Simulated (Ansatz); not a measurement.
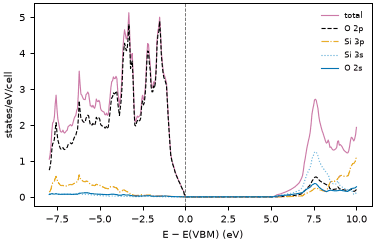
Figure: Total and projected density of states of SiO₂ (rutile, P4_2/mnm), DFT-PBE in the program Ansatz with PAW potentials

Problem. Which orbitals carry the states next to the gap?

Solution. Top 1 eV of the valence band: O 2p 98 %. Bottom 1 eV of the conduction band: Si 3s 51 %, O 2s 35 %, O 2p 9 %. Projections are on Löwdin-orthogonalised atomic valence shells; empty p or d shells of many metals are not among them.

Problem. Where is the tallest occupied peak in this window, and what makes it?

Solution. Near -3.3 eV, about 5.1 states/eV per cell; the largest projected share is O 2p.

This is a known high-pressure phase of the composition, computed here at zero pressure and temperature. The PBE relaxation kept the symmetry of its start; phonons on a q-mesh show no instability.

Potentials: the later of the program's two PAW sets.
